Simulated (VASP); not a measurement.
Band structure of Pb (space group Fm-3m). These are PBE GGA, VASP's PBE PAW potentials (set 64) (plane waves; VASP) values and carry that method's errors.

Unless said otherwise, spin-orbit coupling is left out, though it shifts the bands of the heavy elements here.

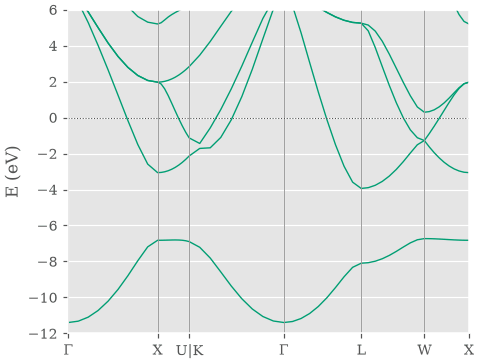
*Bands along high-symmetry lines, zero at the valence-band maximum or, without a gap, the Fermi level*

**Question.** Read the plot: is there a gap, and where are the band edges?

**Answer.** It has no gap at this level: it comes out as a metal or semimetal.

The structure comes from a computed database's Pb entry; how it stands against other phases isn't given here. The cell was not relaxed at this level.
